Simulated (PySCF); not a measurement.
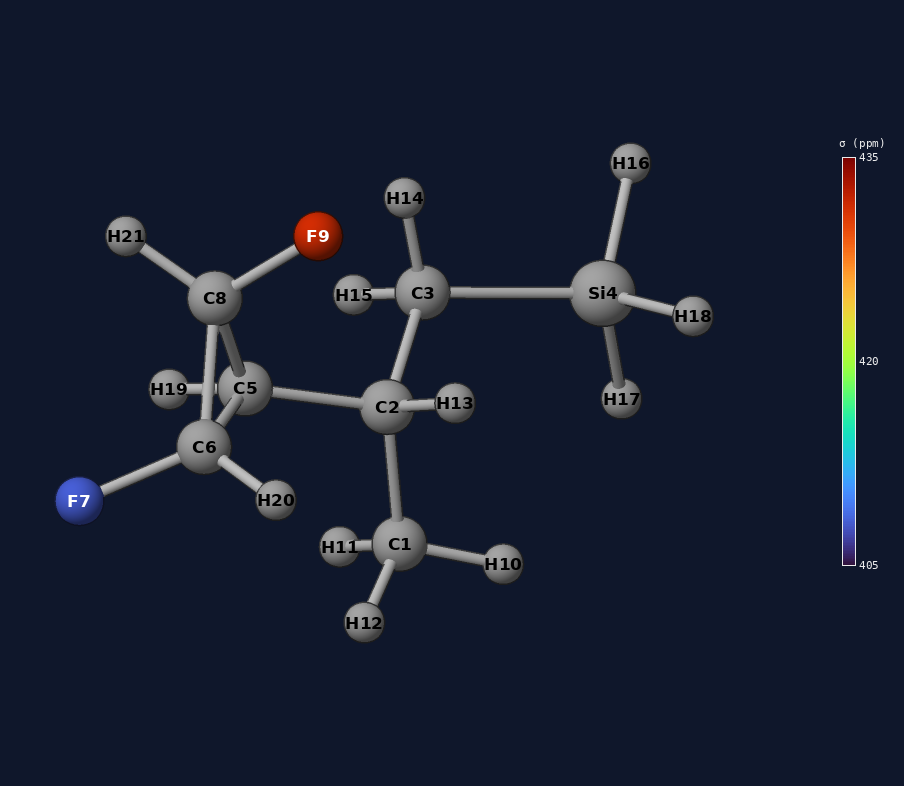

Atoms are coloured by their isotropic NMR shieldings (F only, the others grey). The computed structure is the end point of a GFN2-xTB optimisation. No frequency run is at hand to confirm it as a minimum. Properties computed with GIAO PBE0/pcSseg-1 NMR shielding, non-relativistic, gas phase (PySCF 2.14.0).

Give the isotropic NMR shieldings of the F atoms atom by atom.

| atom | σ (ppm) |
| --- | --- |
| F7 | 408.1 |
| F9 | 431.5 |

The geometry is semi-empirical. Around Si such bond lengths and angles can be off by a tenth of an ångström or more and by several degrees, and values that hang on the shape move with them.
